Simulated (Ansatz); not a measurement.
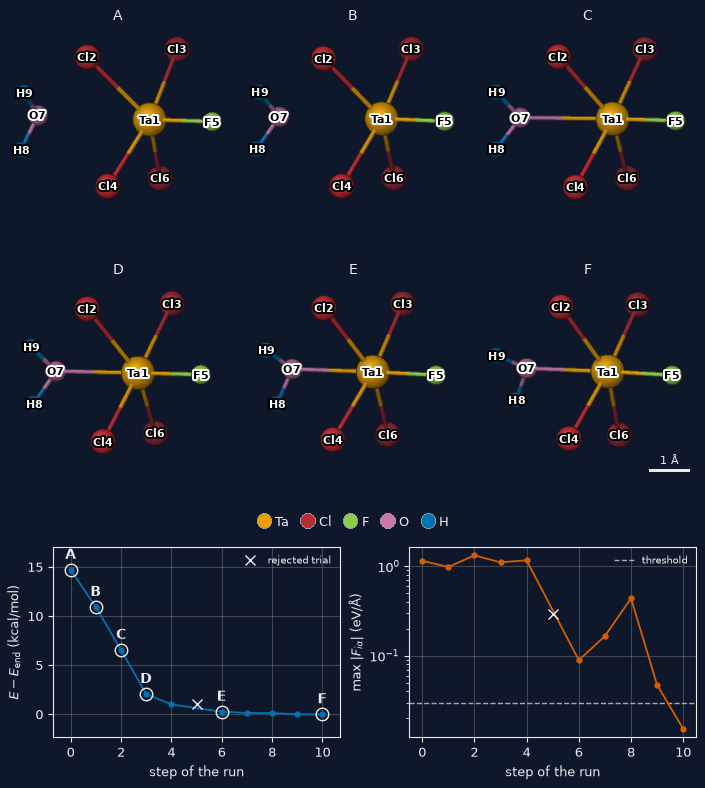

Frames of a relaxation of TaH2OCl4F, marked on the history of the run. The picture is a ball-and-stick view, seen at a tilt.

The run prepares an end point of a later path (reaction) calculation, from a guessed geometry.

These are results of Ansatz, RKS PBE/def2-SVP, not measurements. (no spin polarisation; force threshold 0.03 eV/Å; at most 50 steps)

Question: Describe the path.

Answer: Over 9 accepted moves (10 points after the start) the energy falls by 14.7 kcal/mol. Largest force component: 1.2 eV/Å at the start, 0.015 eV/Å at the end. The line search rejected the trial step at point 5 of the run. The atom that moves furthest after the best rigid fit is H8 (0.70 Å). By element the largest moves are H 0.70 Å, O 0.61 Å, Ta 0.32 Å, F 0.29 Å, Cl 0.29 Å. Among the contacts that change: Ta1–O7 3.202 → 2.300 Å, Ta1–H8 3.591 → 2.877 Å, Ta1–H9 3.319 → 2.875 Å, Ta1–Cl2 2.439 → 2.359 Å. New bonds form, among them: Ta1–O7 (3.20 → 2.30 Å). Among the angles between lasting bonds that change: Cl2–Ta1–Cl6 143.2° → 155.8°, Cl2–Ta1–F5 110.1° → 102.1°, H8–O7–H9 103.8° → 109.0°. Cost: 49 s on 4 threads of Arm Neoverse N1 (shared host), peak memory 0.23 GiB. From step 0 to 1: O7 moves most (0.20 Å), energy −3.78 kcal/mol. From step 1 to 2: O7 moves most (0.19 Å), energy −4.37 kcal/mol. From step 2 to 3: H8 moves most (0.20 Å), energy −4.49 kcal/mol. From step 3 to 6: H8 moves most (0.24 Å), energy −1.80 kcal/mol. From step 6 to 10: H8 moves most (0.26 Å), energy −0.26 kcal/mol.

```json
{"step": "0", "E − E(0), kcal/mol": "0.00", "largest force component, eV/Å": "1.1517", "note": ""}
{"step": "1", "E − E(0), kcal/mol": "-3.78", "largest force component, eV/Å": "0.9837", "note": ""}
{"step": "2", "E − E(0), kcal/mol": "-8.15", "largest force component, eV/Å": "1.3240", "note": ""}
{"step": "3", "E − E(0), kcal/mol": "-12.64", "largest force component, eV/Å": "1.1083", "note": ""}
{"step": "4", "E − E(0), kcal/mol": "-13.69", "largest force component, eV/Å": "1.1675", "note": ""}
{"step": "5", "E − E(0), kcal/mol": "-13.67", "largest force component, eV/Å": "0.2923", "note": "rejected"}
{"step": "6", "E − E(0), kcal/mol": "-14.44", "largest force component, eV/Å": "0.0893", "note": ""}
{"step": "7", "E − E(0), kcal/mol": "-14.56", "largest force component, eV/Å": "0.1659", "note": ""}
{"step": "8", "E − E(0), kcal/mol": "-14.57", "largest force component, eV/Å": "0.4379", "note": ""}
{"step": "9", "E − E(0), kcal/mol": "-14.70", "largest force component, eV/Å": "0.0473", "note": ""}
{"step": "10", "E − E(0), kcal/mol": "-14.70", "largest force component, eV/Å": "0.0153", "note": ""}
```

Limits of the set-up: the start holds two separate molecules, 2.6 Å apart at their closest, whose relative position is a soft coordinate and is computed without a dispersion correction.
